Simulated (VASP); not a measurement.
Band structure of Fe2O3 (corundum). Calculation: LDA (Ceperley-Alder, Perdew-Zunger), VASP's LDA PAW potentials (set 64) (plane waves; VASP 6.6.1).

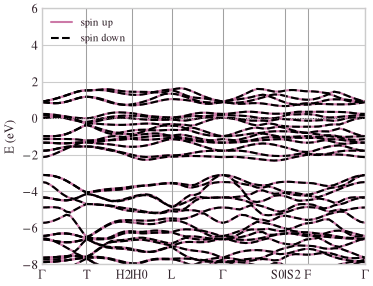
Bands along high-symmetry lines, zero at the valence-band maximum or, without a gap, the Fermi level

Task: Read the plot: is there a gap, and where are the band edges?

Result: It has no gap at this level: it comes out as a metal or semimetal. (Edges off the drawn lines would not show.)

The compound is Fe2O3 in the corundum structure. It was relaxed first, which changed the volume by -18 %.
